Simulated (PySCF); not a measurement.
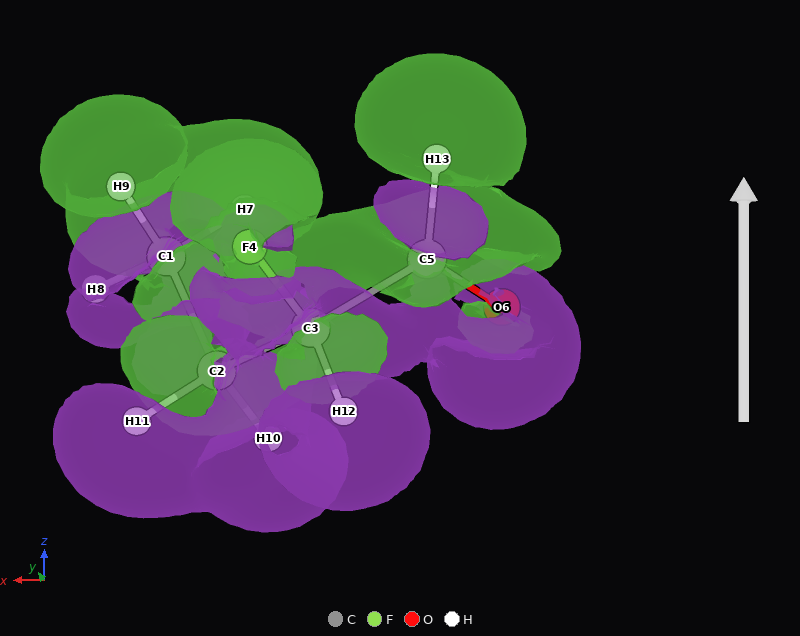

C4H7FO, SMILES `CCC(F)C=O`. Change of the electron density in a uniform field of 0.21 V/Å along +z (arrow), surfaces at ±0.001 e/Å³ (purple: gain, green: loss).

Level of theory: B3LYP/6-31+G* (PySCF), at a geometry from GFN2-xTB. No frequency check shows the geometry to be a minimum. The basis has diffuse s and p functions alone, which still leaves polarisabilities too small, most of all across bonds.

Geometry (Å), atoms numbered from 1:

```
C1       1.5474   -1.0161    0.5326
C2       0.9607   -0.4232   -0.7436
C3      -0.1248    0.6149   -0.4397
F4       0.4061    1.6629    0.2823
C5      -1.2746    0.0159    0.3375
O6      -1.9646   -0.8769   -0.0601
H7       0.7882   -1.5639    1.0865
H8       2.3565   -1.6990    0.2876
H9       1.9424   -0.2273    1.1685
H10      0.5049   -1.2046   -1.3527
H11      1.7485    0.0607   -1.3237
H12     -0.5088    1.0474   -1.3744
H13     -1.4233    0.4864    1.3269
```

Q: How large is the response?

A: The induced dipole is 0.48 D (along the field); α along this axis, from the fields in both directions, is 47 bohr³ (7.0 Å³).

Q: Which atoms gain and lose the most charge?

A: Electrons gather most on H12 (Hirshfeld charge changes by −0.007 e) and leave H13 most (+0.008 e); 0.051 electrons are displaced in all.

The PySCF run took 43 s on 1 thread of Arm Neoverse V1 (shared host), peak memory 0.58 GiB.
